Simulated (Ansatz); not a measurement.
**CH4BGa: density, localisation and related maps**

Input

```
crystal:
  periodic: [false, false, false]
  atoms:
    - {symbol: B, position_ang: [-0.645779, -0.425678, -0.553909]}
    - {symbol: C, position_ang: [0.171649, 0.487555, 0.304691]}
    - {symbol: Ga, position_ang: [1.936691, -0.515015, 0.836918]}
    - {symbol: H, position_ang: [-1.411669, -1.211850, -0.063169]}
    - {symbol: H, position_ang: [-0.164611, 0.702185, 1.327037]}
    - {symbol: H, position_ang: [0.655340, 1.359822, -0.153051]}
    - {symbol: H, position_ang: [-0.480421, -0.465019, -1.744117]}
basis:
  gaussian: {orbitals: def2-TZVPP}
hamiltonian: {xc: pbe0, dispersion: d4}
output: {orbitals: {seedname: orbitals}}
```

Run with:

```sh
ansatz run in.yaml --threads 2 --pin off --events-out ev --progress --plain --max-ram 4352MiB
```

Geometry: PBE0-D4/def2-TZVP.

All numbers below come from RKS PBE0-D4/def2-TZVPP in Ansatz.

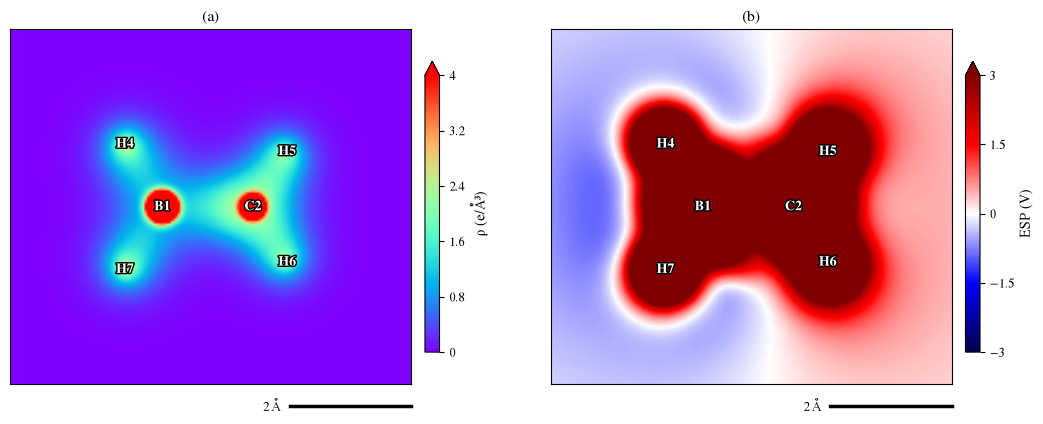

Figure 1. (a) total electron density; (b) electrostatic potential on the plane of atoms H4, B1 and H7.

Q: Describe what can be read from this map.

A: The plane passes through B, C and H nuclei. C–B (1.50 Å): ρ is about 1.6 e/Å³ halfway. C–H (1.10 Å): ρ is about 1.9 e/Å³ halfway. B–H (1.20 Å): ρ at the midpoint is about 1.2 e/Å³. Outside the dense part of the molecule the potential is most negative (−0.9 V) near H4 and H7.

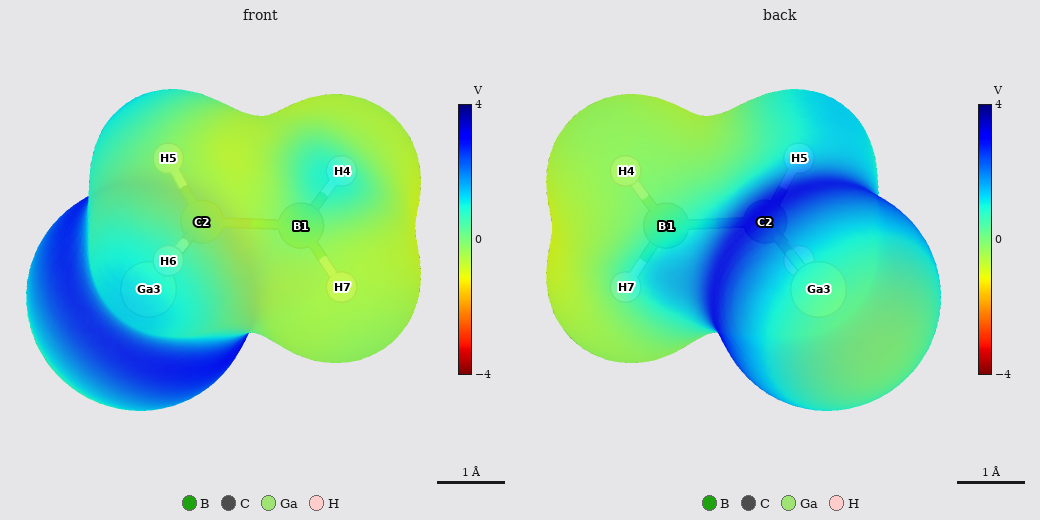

Figure 2. The electrostatic potential painted on the density surface at 0.004 e/bohr³, seen from the front and from behind; the colour scale runs from red (negative) to blue (positive).

Q: Where is the surface potential most negative and most positive?

A: The most negative region (about −0.9 V, or −21 kcal/mol for a unit charge) lies over H4, the most positive (about +3.0 V, or +69 kcal/mol for a unit charge) over Ga3.

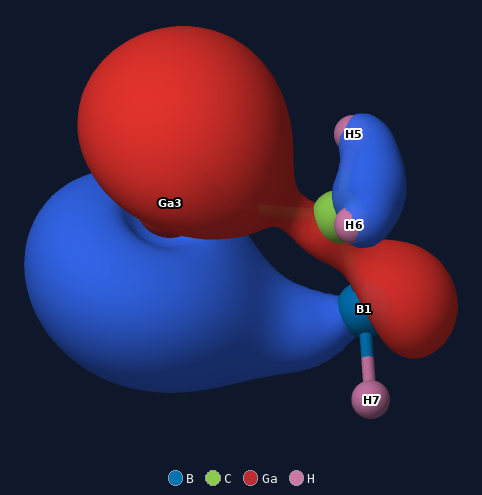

Figure 3. The LUMO at ±0.1 Å⁻³ᐟ² (red and blue are the two phases), seen at an oblique angle.

Q: Describe this orbital and give its energy.

A: Its weight (Hirshfeld) is mainly on Ga3 (about 75 %), B1 (about 10 %) and C2 (about 5 %). Its energy is −1.91 eV.

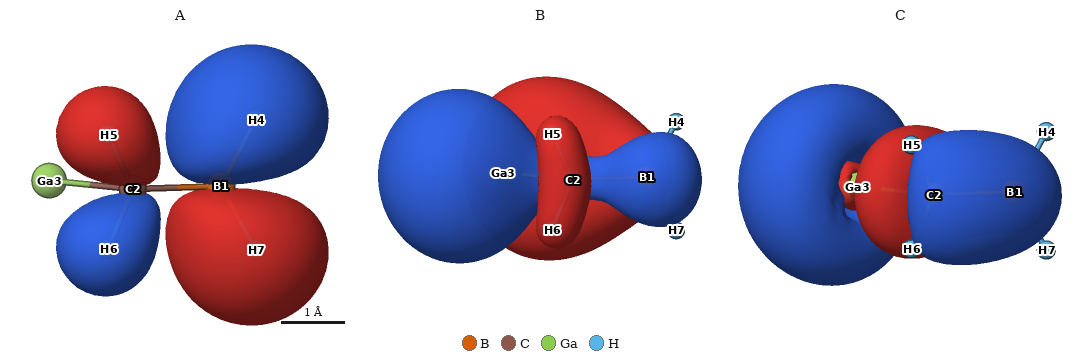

Figure 4. Three frontier orbitals at ±0.08 Å⁻³ᐟ² (blue and red are the two phases), in no order.

Q: Order the three orbitals by energy and name them.

A: A is the HOMO−1 (−8.47 eV). Its weight (Hirshfeld) is mainly on B1 (about 35 %), H4 (about 25 %), H7 (about 25 %) and C2 (about 10 %). C is the HOMO (−6.26 eV). Its weight (Hirshfeld) is mainly on Ga3 (about 55 %), C2 (about 30 %) and B1 (about 10 %). B is the LUMO (−1.91 eV). Its weight (Hirshfeld) is mainly on Ga3 (about 75 %), B1 (about 10 %) and C2 (about 5 %).

Q: What is the HOMO–LUMO gap?

A: 4.35 eV between the orbital energies.
